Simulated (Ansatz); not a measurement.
## Computed frozen-phonon scan: BP (zinc blende)

Starting cell, BP (zinc blende):

```xyz
4
Lattice="0.0000 4.5483 4.5483 2.2741 2.2741 4.5483 2.2741 2.2741 0.0000" Properties=species:S:1:pos:R:3 pbc="T T T"
P      3.4112     7.9595     7.9595
P      3.4112     5.6854     5.6854
B      0.0000     0.0000     0.0000
B      2.2741     4.5483     2.2741
```

The atoms are displaced by Q × the pattern below (from a DFPT mode at X = (0.5, 0.5, 0.0), largest move 1; Q in Å), at fixed cell. (q is in reciprocal vectors of the primitive cell; the cell shown is doubled to hold the pattern.)

| atom | x | y | z |
|---|---|---|---|
| P1 | 0.000 | 0.000 | 1.000 |
| P2 | 0.000 | 0.000 | -1.000 |

Atoms not listed stay in place.

Calculation: PBE (plane waves to 420 eV, PAW, scalar-relativistic; Ansatz, a first-principles code). k mesh 12×12×12 (Γ-centred), Fermi-Dirac smearing 0.05 eV. The energy includes the smearing's −TS. BP was relaxed with its symmetry unable to fall. The PAW data are Ansatz's earlier set. ΔE is measured from the undisplaced structure.

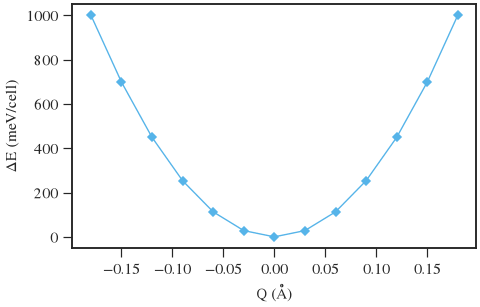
*ΔE (meV/cell) against Q (Å); one marker a computed point.*

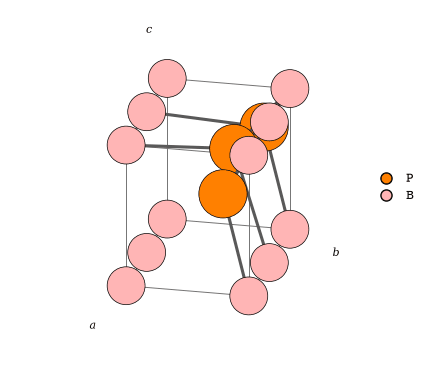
Figure: The cell of the calculation at Q = 0.180 Å.

Symmetry of the curve: even: the same for both signs. Space group of the distorted cell: P-4m2 (No. 115), lowered from F-43m. Shape of the curve: a single well with its minimum at or next to zero displacement. Wavenumber by perturbation theory (DFPT, on another k mesh): 525 cm⁻¹. Harmonic wavenumber from the curvature (finite differences): 525 cm⁻¹.

E″ = 62.82 eV/Å², M = Σ mᵢ|uᵢ|² = 61.9 u, ν̃ = 521.5·√(|E″|/M).

(A displaced cell: forces are minus the slopes of the energy, force constants its curvatures, and phonons follow from these.)
